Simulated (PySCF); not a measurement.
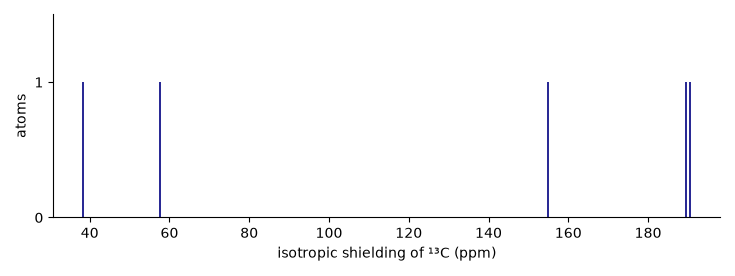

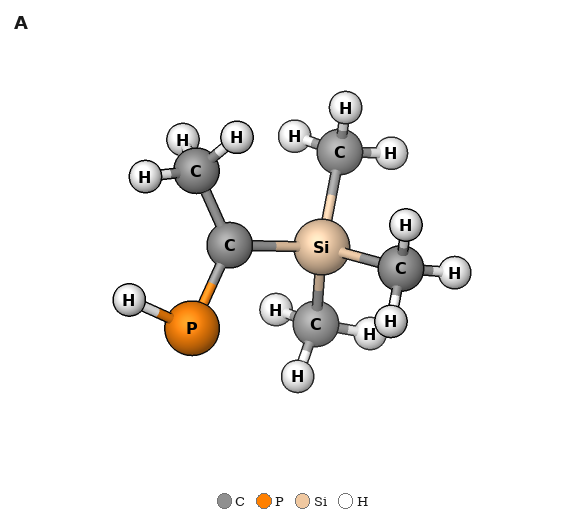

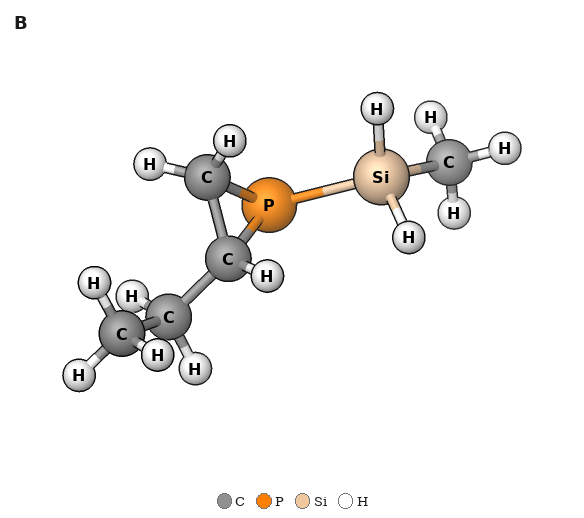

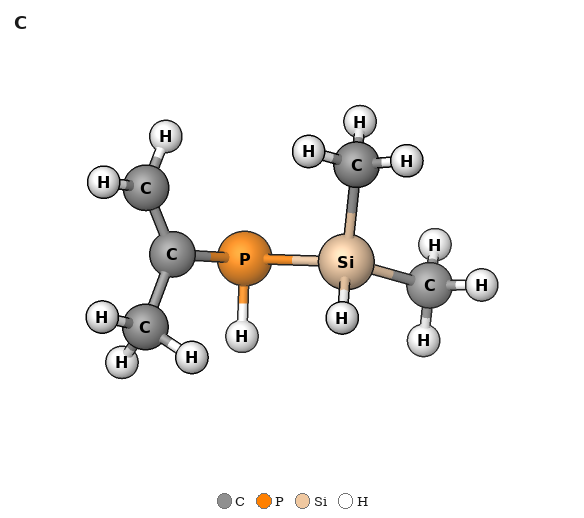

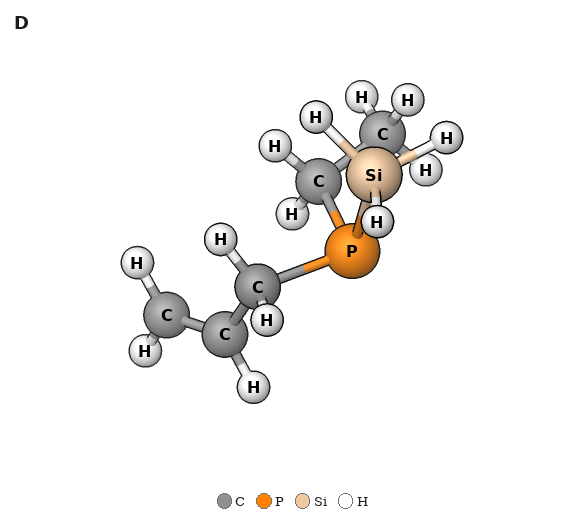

The sticks are computed shieldings of one of the molecules, for one fixed geometry (GFN2-xTB) without averaging over rotations. Low shielding means a high chemical shift. Method: GIAO PBE0/pcSseg-1 NMR shielding, non-relativistic, gas phase (PySCF 2.14.0).

Question: Which molecule gives this pattern?

Answer: C, `C=C(C)P[SiH](C)C`. Its 5 C atoms give lines at 38.4, 57.6, 154.9, 189.5, 190.5 ppm.

The geometry is semi-empirical. Around P, Si such bond lengths and angles can be off by a tenth of an ångström or more and by several degrees, and values that hang on the shape move with them.
